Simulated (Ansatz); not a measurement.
| atom | x (Å) | y (Å) | z (Å) |
| --- | --- | --- | --- |
| Ga | -0.6729 | -1.0642 | 0.5556 |
| H | -1.4869 | 0.1597 | 0.0820 |
| Cl | -1.0600 | -3.0063 | -0.2673 |
| Cl | 0.7527 | -0.8980 | 2.1548 |
| H | 1.3932 | 0.8204 | -1.2045 |
| F | 1.2486 | 0.0034 | -1.5996 |
| H | -0.5083 | 1.8091 | 0.1596 |
| F | 0.3335 | 2.1757 | 0.1192 |

Not at a stationary point (largest force 1.4 eV/Å).

The calculation used RKS PBE/def2-SVP in Ansatz 0.2.0.

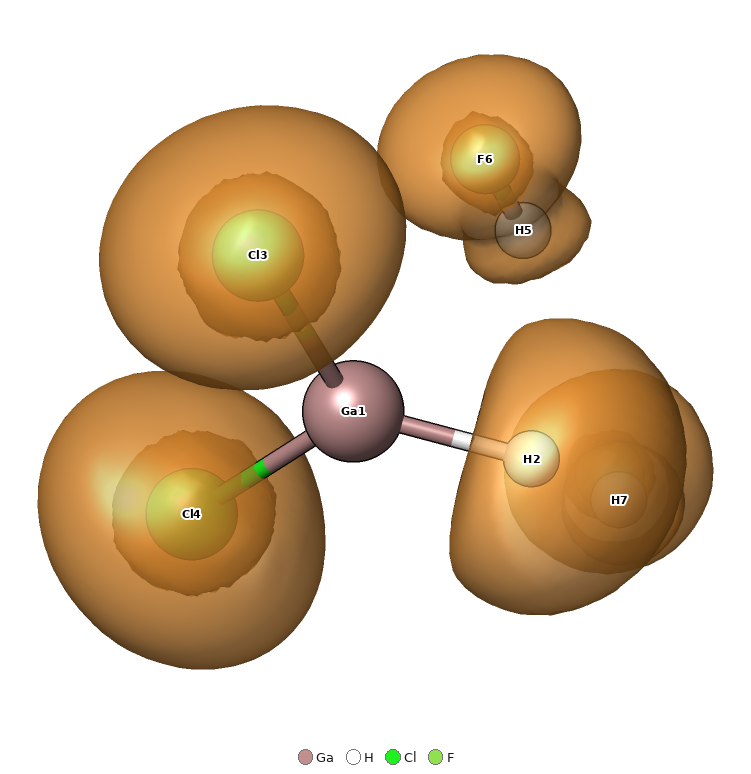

Cl₂GaH···HF···HF. Isosurface of the electron localisation function at 0.75 (orange), seen at an oblique angle. Core shells and regions of very low density are left out.

What do the ELF domains correspond to?

Answer. At this value the surface marks out one region around a hydrogen nucleus, two regions wrapped around Cl (the valence shell of each) and two joined regions spread over several atoms (F, H), in which their bonds and any lone pairs are merged.

Values along the shortest contacts:
H2···H7 (1.92 Å): the ELF dips to about 0.05 between them. Ga–Cl (2.14 Å): the ELF peaks at about 0.85 in the valence shell of Cl, 0.9 Å from its nucleus, and is about 0.55 at the midpoint.
